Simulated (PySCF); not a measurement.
| atom | x (Å) | y (Å) | z (Å) |
| --- | --- | --- | --- |
| N | 4.2938 | -1.5669 | 0.4350 |
| C | 3.6785 | -0.5995 | 0.4356 |
| Si | 2.6345 | 0.9476 | 0.3976 |
| Si | 0.7580 | 0.5429 | -0.8988 |
| C | -0.7169 | 0.0021 | 0.1767 |
| C | -1.9663 | -0.3225 | -0.6595 |
| C | -3.1293 | -0.7405 | 0.1252 |
| N | -3.2686 | -0.8597 | 1.3482 |
| H | 2.3999 | 1.2352 | 1.8182 |
| H | 3.5603 | 1.9589 | -0.1247 |
| H | 0.3557 | 1.7530 | -1.6353 |
| H | 0.9876 | -0.5007 | -1.9088 |
| H | -0.4589 | -0.8810 | 0.7642 |
| H | -0.9764 | 0.7821 | 0.8952 |
| H | -2.2634 | 0.5508 | -1.2475 |
| H | -1.7433 | -1.1239 | -1.3695 |
| H | -4.1525 | -1.1660 | 1.7372 |

Geometry: GFN2-xTB.

Level of theory: PySCF, UKS B3LYP, pcH-1 on C H N Si, non-relativistic, mean-field spin-orbit, GIAO.

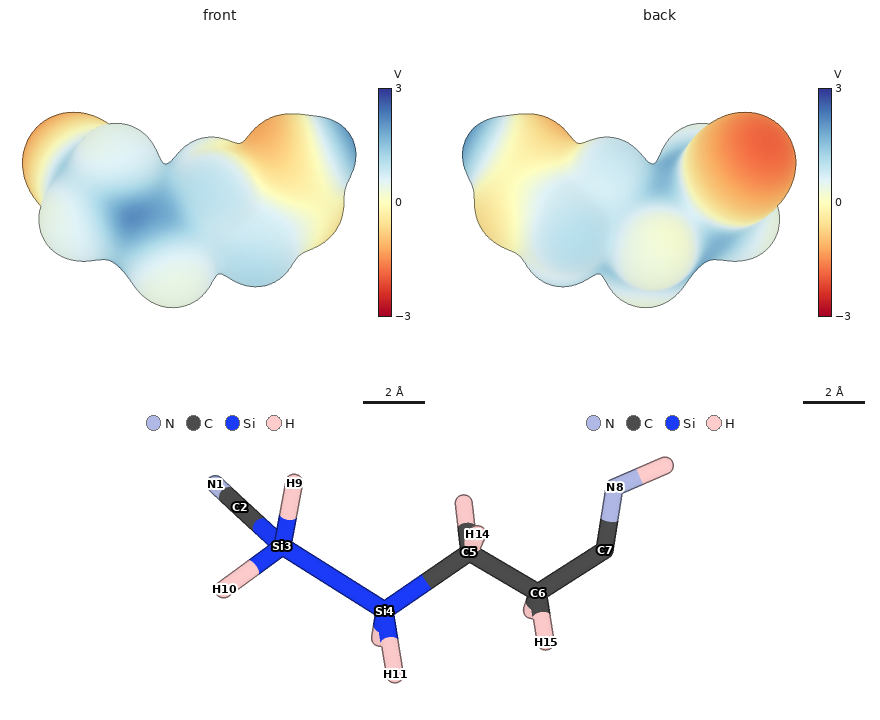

C4H9N2Si2 (SMILES [H]/N=[C]/CC[SiH2][SiH2]C#N) (doublet). The electrostatic potential painted on the density surface at 0.002 e/bohr³, seen from the front and from behind; red is negative and blue positive. The bare structure is drawn below in the same view.

Describe the electrostatic potential map.

Answer. The most negative region (about −1.8 V) lies over N1, the most positive (about +2.0 V) over Si3 and H17. N1 is the likeliest acceptor of a hydrogen bond.
